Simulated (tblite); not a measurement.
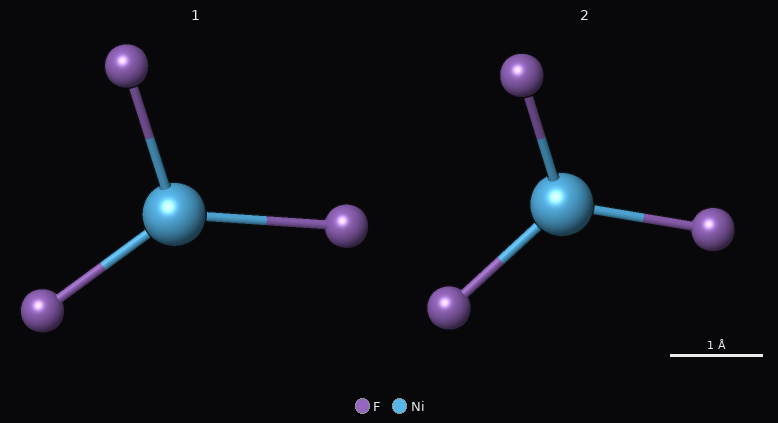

Two geometries of NiF₃ (multiplicity 4), drawn at one scale. One is the start of a relaxation, the other its converged end. The picture is a ball-and-stick view, seen at a tilt.

The calculation used GFN2-xTB geometry optimisation, gas phase in tblite. 

**Which one is relaxed?**

Structure 2 is the relaxed one. An F atom moves most after the best rigid fit: 0.26 Å. By element the largest moves are F 0.26 Å, Ni 0.13 Å. Near-neighbour distances that change, for instance: F–Ni 1.970 → 1.726 Å, F–Ni 1.903 → 1.731 Å, F–Ni 1.866 → 1.731 Å. Bond angles that change, for instance: F–Ni–F 127.1° → 120.3°, F–Ni–F 114.1° → 119.4°, F–Ni–F 116.7° → 120.3°. Over 21 geometry steps the energy falls by 63.9 kJ/mol. Cost: 0.05 s on 1 thread of Intel(R) Xeon(R) Platinum 8488C, on a shared host.
